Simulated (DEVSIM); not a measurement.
Structure: abrupt Ge n-p junction, at 350 K.

```tsv
layer (left to right)	material	thickness (μm)	Nd (cm⁻³)	Na (cm⁻³)	τn (s)	τp (s)
1	Ge	1.80	1.6e17	-	3.1e-5	3.1e-5
2	Ge	13.0	-	1.6e14	3.1e-5	3.1e-5
```

Left contact: ohmic. Right contact: ohmic. Voltage is applied to the left contact. Recombination: SRH at mid-gap. Mobility is constant in doping.

Constants are typed, rounded textbook-type inputs, not results; the design itself was drawn at random and stands for no fabricated device. Values at 300 K; Nc and Nv go as T^1.5, mobilities as T to minus their exponent, the gap by Varshni's rule with the affinity fixed.

```
parameter               Ge
----------------  --------
gap (eV)             0.664
affinity (eV)            4
permittivity            16
Nc (cm⁻³)          1.04e19
Nv (cm⁻³)             6e18
μn (cm²/Vs)           3900
μp (cm²/Vs)           1900
T exponent of μn      1.66
T exponent of μp      2.33
Varshni α (eV/K)  0.000477
Varshni β (K)          235
```

DEVSIM, 1D drift-diffusion, Boltzmann statistics, complete ionisation; no tunnelling, impact ionisation, image-force lowering or self-heating.

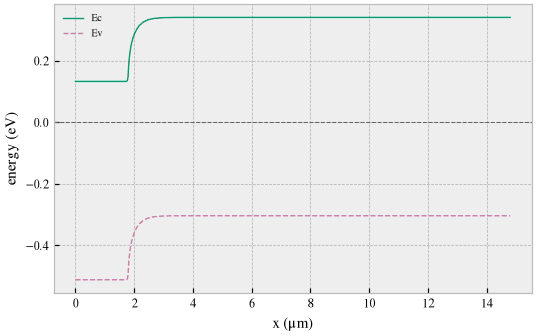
Figure: Band edges at zero bias

Energies count from the Fermi level of the right contact; mesh points crowd at the junctions.

```csv
x (μm),Ec (eV),Ev (eV),n (cm⁻³),p (cm⁻³),field (V/cm)
0.000,0.133,-0.511,1.6e17,3.3e11,≈ 0
0.02994,0.133,-0.511,1.6e17,3.3e11,≈ 0
0.09617,0.133,-0.511,1.6e17,3.3e11,≈ 0
0.2427,0.133,-0.511,1.6e17,3.3e11,≈ 0
0.7567,0.133,-0.511,1.6e17,3.3e11,≈ 0
1.315,0.133,-0.511,1.6e17,3.3e11,≈ 0
1.594,0.133,-0.511,1.6e17,3.3e11,≈ 0
1.743,0.133,-0.511,1.6e17,3.3e11,330
1.788,0.146,-0.499,1.0e17,5.0e11,9300
1.811,0.182,-0.463,3.2e16,1.6e12,15000
1.854,0.226,-0.419,7.4e15,7.1e12,7200
2.011,0.288,-0.357,9.4e14,5.6e13,2300
2.306,0.326,-0.319,2.7e14,1.9e14,640
2.971,0.340,-0.304,1.7e14,3.1e14,39
5.359,0.341,-0.304,1.6e14,3.2e14,≈ 0
9.500,0.341,-0.304,1.6e14,3.2e14,≈ 0
12.46,0.341,-0.304,1.6e14,3.2e14,≈ 0
13.78,0.341,-0.304,1.6e14,3.2e14,≈ 0
14.46,0.341,-0.304,1.6e14,3.2e14,≈ 0
14.66,0.341,-0.304,1.6e14,3.2e14,≈ 0
14.75,0.341,-0.304,1.6e14,3.2e14,≈ 0
14.80,0.341,-0.304,1.6e14,3.2e14,≈ 0
```
